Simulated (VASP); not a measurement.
```
CELL_PARAMETERS angstrom
      3.73582     0.00000     0.00000
     -1.86791     3.23531     0.00000
      0.00000     0.00000     5.57462
ATOMIC_POSITIONS crystal
  Pt 0.00000 0.00000 0.00000
  Pt 0.00000 0.00000 0.50000
  S  0.33333 0.66667 0.25000
  S  0.66667 0.33333 0.75000
```

Level of theory: PBE GGA, VASP's PBE PAW potentials (set 64) (plane waves; VASP 6.6.1). Settings: 400 eV cut-off, 11×11×6 Γ-centred mesh, tetrahedra with Blöchl corrections, potentials Pt S.

Unless said otherwise, spin-orbit coupling is left out, though it shifts the bands of the heavy elements here.

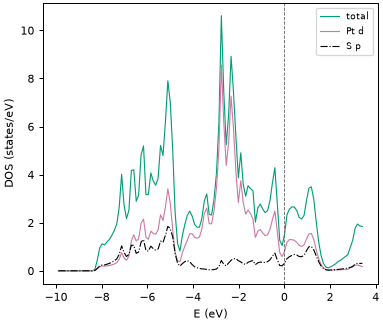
Fig. 1. Total and projected density of states, zero at the Fermi level

Within 2 eV below the Fermi level the largest weight inside VASP's projection spheres is Pt d.

It has no gap at this level: it comes out as a metal or semimetal.

The structure was generated: PtS was put into the NiAs type type (P6_3/mmc), which need not be its known phase. It was relaxed first.
